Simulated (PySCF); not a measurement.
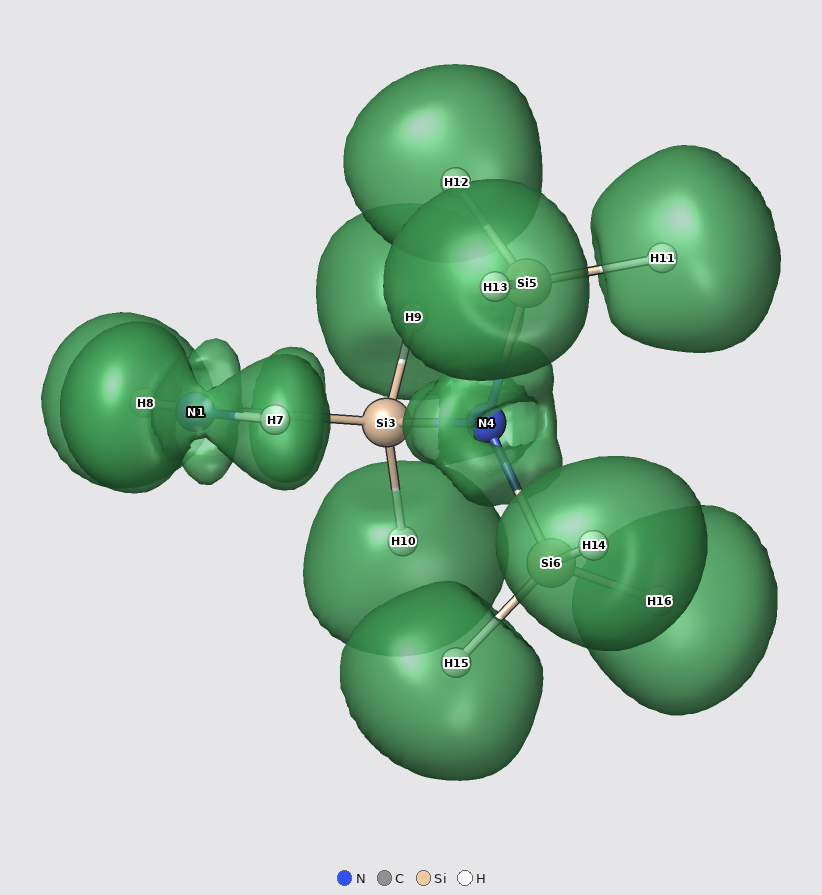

Figure. CH10N2Si3 (SMILES [H]/N=C\[SiH2]N([SiH3])[SiH3]). Isosurface of the electron localisation function at 0.8 (green), seen at a tilt. Only the valence region is drawn (cores and ρ < 0.01 e/Å³ removed).

Geometry: PBE0-D3(BJ)/def2-SVP.

These are results of PBE0/pcSseg-1, SCF density, gas phase, non-relativistic in PySCF 2.14.0, not measurements.

| atom | x (Å) | y (Å) | z (Å) |
| --- | --- | --- | --- |
| N | 2.5899 | 0.1259 | 0.3915 |
| C | 2.2452 | -0.2961 | -0.7588 |
| Si | 0.4430 | -0.4267 | -1.3436 |
| N | -0.5788 | 0.0079 | 0.0124 |
| Si | -0.9369 | -1.1721 | 1.2654 |
| Si | -1.3103 | 1.6063 | 0.0669 |
| H | 1.7497 | 0.3737 | 0.9354 |
| H | 3.0630 | -0.5947 | -1.4436 |
| H | 0.1561 | -1.8109 | -1.8255 |
| H | 0.1928 | 0.5373 | -2.4593 |
| H | -2.3948 | -1.4996 | 1.3079 |
| H | -0.1569 | -2.4061 | 0.9543 |
| H | -0.5339 | -0.6549 | 2.6079 |
| H | -1.7032 | 1.8791 | 1.4824 |
| H | -0.3201 | 2.6255 | -0.3910 |
| H | -2.5252 | 1.7004 | -0.7981 |

### Identify the bonds, lone pairs and shells in this picture.

At this value the surface marks out one region between bonded C–N atoms (shared pairs), one region between bonded C–Si atoms (shared pairs), nine regions around hydrogen nuclei, one region on N in which the atom's valence shell and bonds are merged and one joined region spread over several atoms (H, N), in which their bonds and any lone pairs are merged. Profiles from the grid: C–N (1.27 Å): the ELF peaks at about 0.90 between the atoms: localised, covalent bonding. Si–N (1.75 Å): the ELF peaks at about 0.90 between the atoms; a polar covalent bond.
